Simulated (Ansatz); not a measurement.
Breaking the N6–H7 bond in CH5NSn (SMILES [CH3][Sn][NH2]) (multiplicity 1 held, fragments rigid). Energies count from the point at 1.010 Å.
Geometry at that point (charge 0, multiplicity 1):
```xyz
8

Sn    -0.21023    -0.00431     0.35481
C      0.84464     1.52170    -0.85795
H      0.79413     2.50952    -0.39962
H      0.39648     1.57260    -1.85321
H      1.89427     1.23930    -0.96981
N      0.23483    -1.48864    -0.95979
H      0.76432    -1.36630    -1.81138
H     -0.04936    -2.44927    -0.84038
```

R- and RO- levels are restricted; in cc, def2 and unpolarised 6-31G sets they are followed outwards from rest. Unrestricted levels (U-) break spin symmetry where that is lower. Active spaces are followed from a long bond inwards. Curves can end on different states.

Cores are frozen in the correlated methods. Filled d and f shells under p-block atoms count as core.

Codes used: Ansatz (Gaussian orbitals). Values without a source in brackets are computed. In def2 rows elements past Kr take small-core potentials, without spin–orbit coupling.

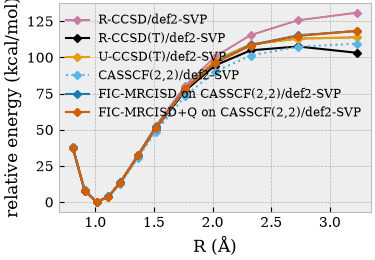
Relative energy along the coordinate

Doubts at one or more of the structures used: a restricted determinant that unrestricted orbitals would lower (R-CCSD/def2-SVP, R-CCSD(T)/def2-SVP); other coupled-cluster roots lie near (R-CCSD/def2-SVP, R-CCSD(T)/def2-SVP); T1 above 0.05 (R-CCSD/def2-SVP, R-CCSD(T)/def2-SVP, U-CCSD(T)/def2-SVP); a spin-contaminated determinant (U-CCSD(T)/def2-SVP); the program's own flag: large difference (U-CCSD(T)/def2-SVP).

Ansatz is a first-principles code.
